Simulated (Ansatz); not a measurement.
## Electronic structure of FH2SSi (charge +1) in real space

Input file:

```
crystal:
  periodic: [false, false, false]
  atoms:
    - { symbol: F, position_ang: [-1.90083, 0.27635, 0.32807] }
    - { symbol: Si, position_ang: [-0.4859, -0.26762, -0.07427] }
    - { symbol: S, position_ang: [0.96902, 1.11221, 0.41945] }
    - { symbol: H, position_ang: [-0.63824, -1.5678, -0.66421] }
    - { symbol: H, position_ang: [2.05595, 0.44686, -0.00904] }
total_charge: 1
basis:
  gaussian: { orbitals: def2-SVP }
hamiltonian:
  xc: pbe
  dispersion: d4
relax:
  f_tol: 0.02
  max_steps: 50
output:
  orbitals: {}
```

Launched as:

```sh
ansatz run input.yaml --threads 1 --pin off --max-ram 2048MiB --backend cpu --events-out ev --progress --plain --runs-dir out
```

The fields are those of the relaxed geometry.

These are results of RKS PBE-D4/def2-SVP in Ansatz, not measurements.

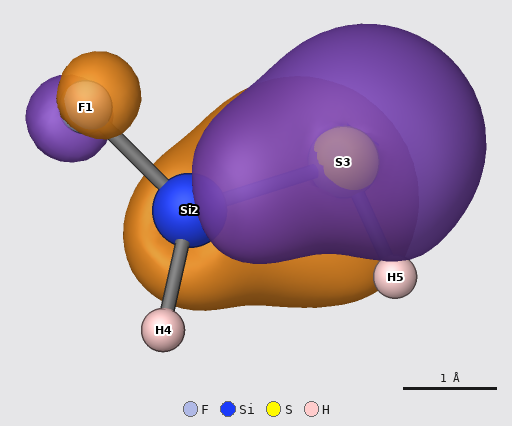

Figure 1. The HOMO at ±0.1 Å⁻³ᐟ² (orange and purple are the two phases), seen at a tilt.

Q: Where does this orbital lie, and at what energy?

A: By Hirshfeld shares it lies mainly on S3 (about 75 %) and Si2 (about 20 %); it changes sign across the molecular plane (π type). Its energy is −13.85 eV.

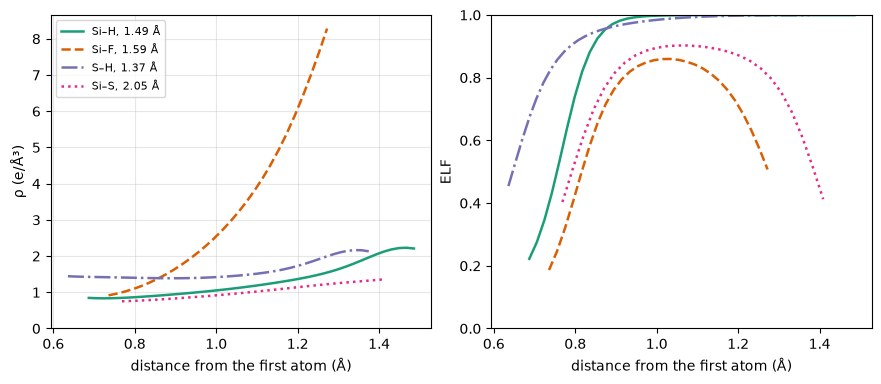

Figure 2. Electron density and ELF along straight lines between neighbouring atoms. The curves leave out the atomic cores.

Q: What can be read from the curves?

A: Si–H (1.49 Å): the density is about 0.84 e/Å³ at the midpoint; the ELF climbs to about 1 towards the hydrogen, as it does in any bond to H.
Si–F (1.59 Å): the density is about 1.1 e/Å³ at the midpoint; the ELF peaks at about 0.85 in the valence shell of F, 0.6 Å from its nucleus, and is about 0.40 at the midpoint.
S–H (1.37 Å): ρ at the midpoint is about 1.4 e/Å³; the ELF climbs to about 1 towards the hydrogen.
Si–S (2.05 Å): ρ is about 0.94 e/Å³ halfway; the ELF peaks at about 0.90 between the atoms; localised, covalent bonding.

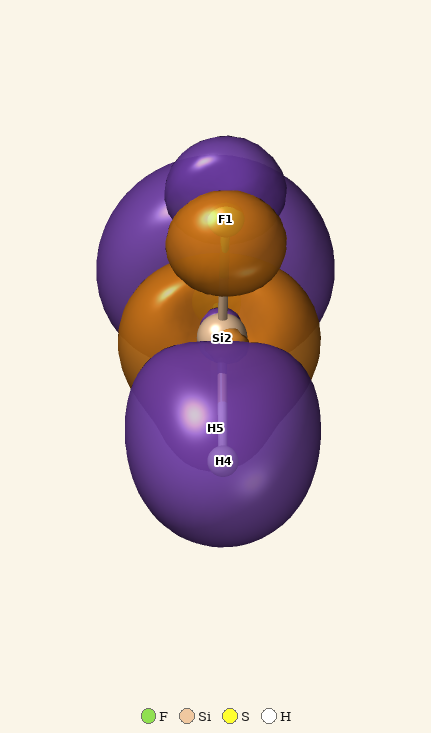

Figure 3. The HOMO−1 at ±0.1 Å⁻³ᐟ² (orange and purple are the two phases), seen at an oblique angle.

Q: What is the character of this orbital?

A: Its weight (Hirshfeld) is mainly on S3 (about 50 %), Si2 (about 20 %), H4 (about 15 %) and F1 (about 10 %); it is symmetric in the molecular plane (an in-plane orbital: σ, lone-pair or in-plane π type). Its energy is −15.23 eV.
